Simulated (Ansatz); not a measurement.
```yaml
atoms:
  - { symbol: N, position_ang: [-1.3632, -1.0818, -0.8343] }
  - { symbol: B, position_ang: [-1.0656, -0.4516, 0.3633] }
  - { symbol: Si, position_ang: [0.8812, -0.0620, 0.6651] }
  - { symbol: F, position_ang: [1.6411, -0.7647, -0.6158] }
  - { symbol: S, position_ang: [1.3040, 2.0362, 0.7280] }
  - { symbol: H, position_ang: [-0.6404, -1.3597, -1.4903] }
  - { symbol: H, position_ang: [-2.3021, -1.3206, -1.1317] }
  - { symbol: H, position_ang: [-1.9574, -0.1500, 1.1219] }
  - { symbol: H, position_ang: [1.5386, -0.5886, 1.8952] }
  - { symbol: H, position_ang: [0.4154, 2.3675, -0.2342] }
```

Method: Ansatz 0.2.0, RKS PBE0-D4/def2-SVP.

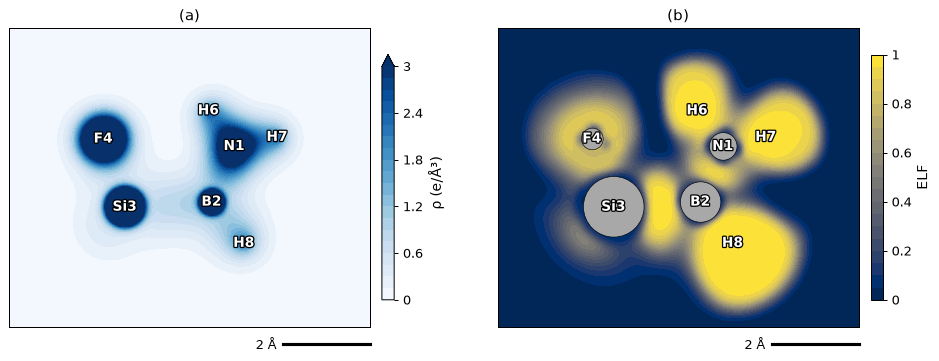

BFH5NSSi (SMILES NB[SiH](F)S). (a) total electron density; (b) electron localisation function on the plane of atoms N1, B2 and Si3. Grey discs cover the atomic cores in the ELF map.

> Describe what can be read from this map.

- The section cuts through N, B, Si, F and H sites.
- B–N (1.39 Å): ρ at the midpoint is about 2 e/Å³; the ELF peaks at about 0.90 between the atoms (a polar covalent bond).
- Si–F (1.65 Å): ρ is about 0.95 e/Å³ halfway; the ELF peaks at about 0.85 in the valence shell of F, 0.6 Å from its nucleus, and is about 0.45 at the midpoint.
- Si–B (2.01 Å): the density is about 0.83 e/Å³ at the midpoint; the ELF peaks at about 1 between the atoms, as expected for a shared electron pair.
- N–H (1.01 Å): ρ is about 2.8 e/Å³ halfway; the ELF climbs to about 1 towards the hydrogen, as it does in any bond to H (an ordinary covalent bond to hydrogen).
- B–H (1.21 Å): the density is about 1.2 e/Å³ at the midpoint; the ELF climbs to about 1 towards the hydrogen; a covalent bond by its length.
- The ELF also peaks beside F4, away from the bonds: lone-pair regions.
